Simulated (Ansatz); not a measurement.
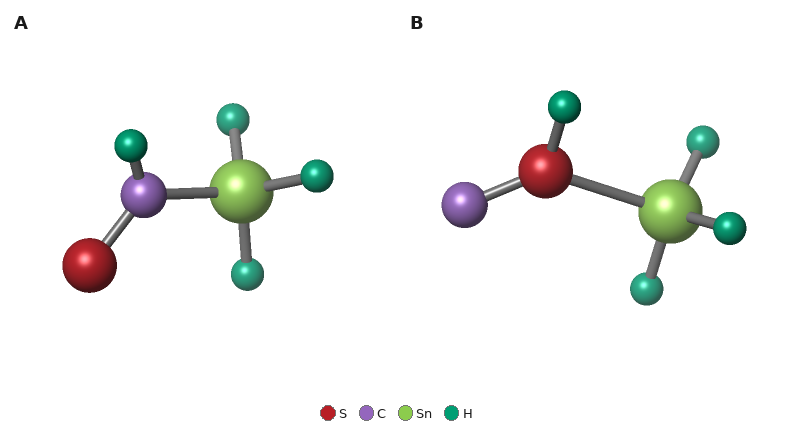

2 stationary structures of one formula. Geometries: PBE0-D4/def2-TZVP. Electronic energies: r2SCAN-D4/def2-TZVPP (Ansatz 0.2.0), without zero-point energy. No frequency run is at hand to confirm each as a minimum. Each is one conformer, not always the lowest.

Which is lowest in energy, and by how much?

Answer. A is lowest (Cs); B lies 4.088 eV above it (Cs).

Give E(B) − E(A) in eV at these levels too: ωB97M-V/def2-TZVPP; B3LYP-D4/def2-TZVPP; RHF-CCSD(T) (frozen core)/def2-TZVPP; PBE-D4/def2-TZVPP; PBE0-D4/def2-TZVP; r2SCAN-D4/def2-TZVPP; PBE0-D4/def2-TZVPP.

```
                               level  E(B) − E(A) (eV)
                  ωB97M-V/def2-TZVPP            +4.423
                 B3LYP-D4/def2-TZVPP            +4.189
RHF-CCSD(T) (frozen core)/def2-TZVPP            +4.432
                   PBE-D4/def2-TZVPP            +3.980
                   PBE0-D4/def2-TZVP            +4.243
                r2SCAN-D4/def2-TZVPP            +4.088
                  PBE0-D4/def2-TZVPP            +4.240
```
